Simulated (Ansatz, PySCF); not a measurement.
Pulling on the C3–H4 bond in CH4Si (SMILES C[SiH]) (multiplicity 1 held, fragments rigid). Energies count from the point at 1.090 Å.
Geometry at that point (charge 0, multiplicity 1):
```tsv
atom	x (Å)	y (Å)	z (Å)
Si	-0.4428	-0.3373	0.5178
H	-1.4299	-0.7004	-0.5909
C	0.7708	0.5441	-0.6507
H	1.6471	0.9486	-0.1444
H	0.2562	1.3587	-1.1749
H	1.1017	-0.1488	-1.4339
```

R- and RO- levels are restricted; in cc, def2 and unpolarised 6-31G sets they are followed outwards from rest. Unrestricted levels (U-) break spin symmetry where that is lower. Active spaces are followed from a long bond inwards. Levels need not reach the same state.

Correlated levels freeze the cores. Rows in 6-31G* carry no dispersion term and start afresh at each structure (6-31G* with six Cartesian d functions).

Run with Ansatz (a program for electronic structure) with Gaussian orbitals; PySCF for 6-31G* rows. 

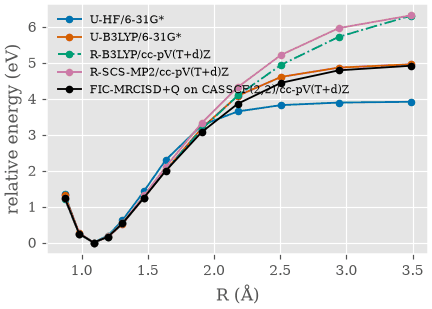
Figure. Relative energy along the coordinate

Doubts at one or more of the structures used: a spin-contaminated determinant (U-HF/6-31G*, U-B3LYP/6-31G*); a restricted determinant that unrestricted orbitals would lower (R-B3LYP/cc-pV(T+d)Z, R-SCS-MP2/cc-pV(T+d)Z).
